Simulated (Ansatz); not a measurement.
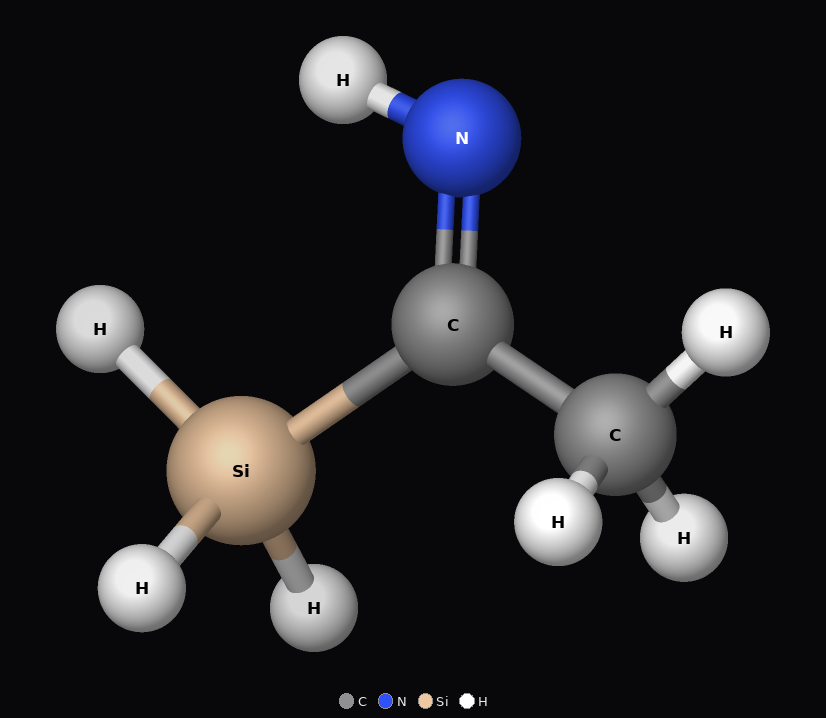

A ball-and-stick model of a molecule. Double and triple bonds are drawn as two and three sticks.

Describe the molecule.

Formula C2H7NSi. Its SMILES string is `[H]/N=C(/C)[SiH3]`. It has no ring. Among its groups: imine, Si–H bond. The point group is Cs. Coordination: 1 C tetrahedral; 1 C trigonal planar; 1 N bent; 1 Si tetrahedral.

The parts below concern this one geometry. Atoms keep their numbers from picture to picture. Computed geometry: PBE0-D4/def2-TZVP optimisation.

### Shape

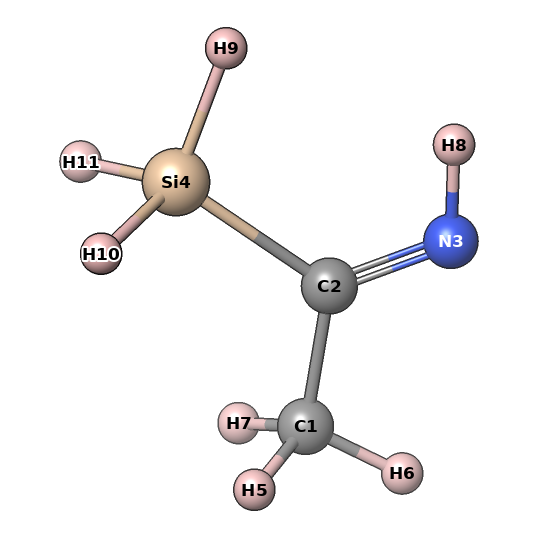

Distant atoms are faded towards the background colour.

> Find the stereocentres and stereogenic double bonds.

Double bonds: C2=N3.

> Give the R/S and E/Z labels.

C2=N3: Z.

### Electronic properties

Level of theory: RKS BHLYP-D4/def2-TZVPP (Ansatz 0.2.0).

What does the calculation give?

- HOMO energy (Kohn–Sham orbital): −8.53 eV
- LUMO energy (Kohn–Sham orbital): 0.51 eV
- HOMO–LUMO gap: 9.05 eV
- dispersion correction: −23.6 kJ/mol

### Dipole moment

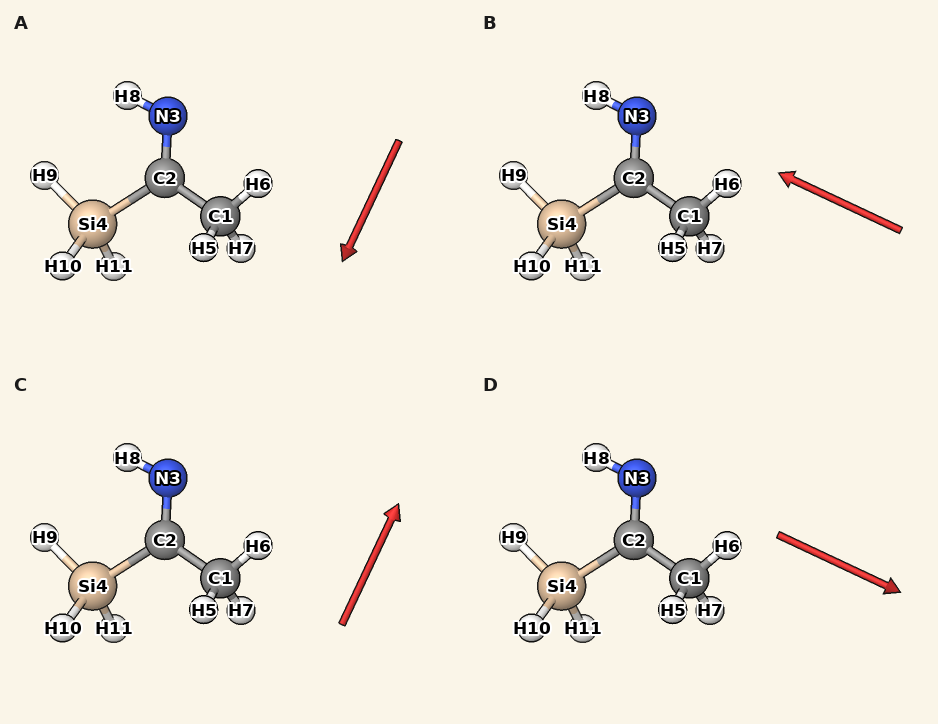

The same molecule four times, each with an arrow. Level of theory: RKS B3LYP-D4/def2-TZVPP (Ansatz 0.2.0).

> Which arrow points along the dipole moment, from the negative to the positive end?

A. The dipole moment is 1.60 D; it points from the side of N3, H8 to the side of H10, H11 (the outermost atoms at the two ends).

### Charges

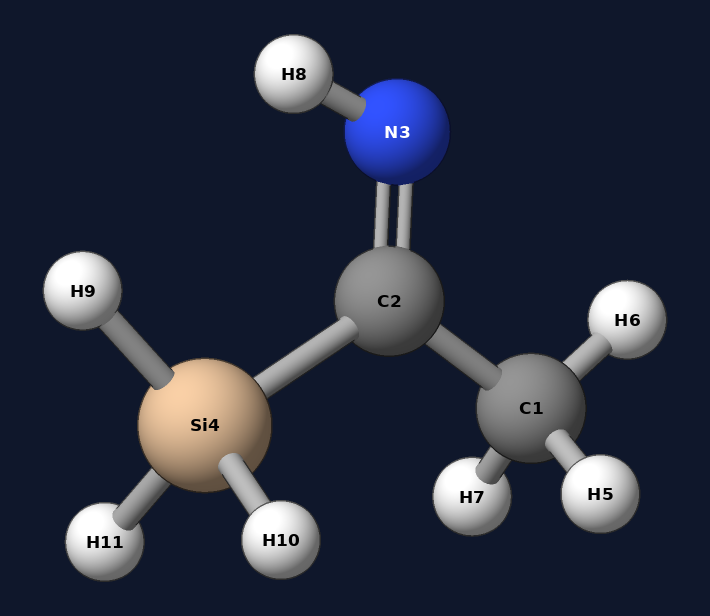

The questions are on Mulliken charges. Method: RKS PBE0-D4/def2-TZVP (Ansatz 0.2.0).

Give the Mulliken charges atom by atom.

```csv
atom,value (e)
C1,−0.32
C2,−0.06
N3,−0.30
Si4,0.12
H5,0.13
H6,0.14
H7,0.13
H8,0.21
H9,−0.02
H10,−0.01
H11,−0.01
```

Mulliken values depend strongly on the basis set and can even reverse the polarity of a bond.
